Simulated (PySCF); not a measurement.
C₃H₃F₂Ga, SMILES `C#C[CH2][Ga]([F])[F]`.

PySCF calculation, PBE/def2-SVP, gas phase; geometry: GFN2-xTB. No frequency check shows the geometry to be a minimum. GFN2-xTB bond lengths at metals and heavier atoms can be off by up to 0.1 Å and shapes distorted, which carries into these values.

Geometry (Å), atoms numbered from 1:

```
C1       3.2479   -0.3961    0.0005
C2       2.2744    0.3058    0.0001
C3       1.1131    1.1356   -0.0005
Ga4     -0.6261   -0.0072   -0.0002
F5      -2.1943    0.8061    0.0008
F6      -0.7633   -1.7604   -0.0001
H7       4.1191   -0.9817    0.0011
H8       1.0485    1.7603   -0.8943
H9       1.0482    1.7611    0.8931
```

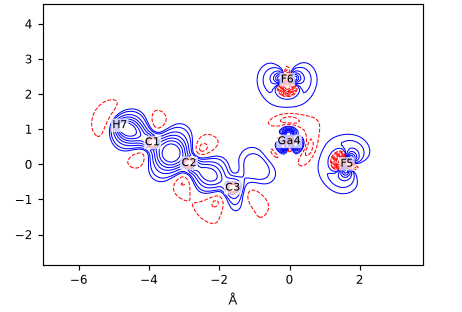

Deformation density (molecule less spherical, spin-averaged free atoms) in the plane of C1, C2, C3, Ga4, F5, F6 and H7; contours at ±0.05 to ±0.8 e/Å³; solid blue lines: gain, dashed red lines: loss.

**Describe the bonding that the map shows.**

C1–C2: +0.74 e/Å³ at the bond critical point (bond length 1.20 Å, Mayer order 2.3). C1–H7: +0.71 e/Å³ at the bond critical point (bond length 1.05 Å, Mayer order 1.1). C2–C3: +0.47 e/Å³ at the bond critical point (bond length 1.43 Å, Mayer order 1.1). C3–Ga4: +0.14 e/Å³ at the bond critical point (bond length 2.08 Å, Mayer order 0.9). Ga4–F5: −0.01 e/Å³ at the bond critical point (bond length 1.77 Å, Mayer order 1.1); up to 0.6 Å beside the axis the gain reaches +0.09 e/Å³. Ga4–F6: −0.01 e/Å³ at the bond critical point (bond length 1.76 Å, Mayer order 1.1); up to 0.6 Å beside the axis the gain reaches +0.09 e/Å³. In all, 2.0 electrons gather in the regions of gain relative to the promolecule. A small or negative value marks a very polar bond, one between electron-rich atoms, whose free-atom densities already overlap strongly, a long bond to a heavier atom, or a closed-shell contact such as a hydrogen bond.
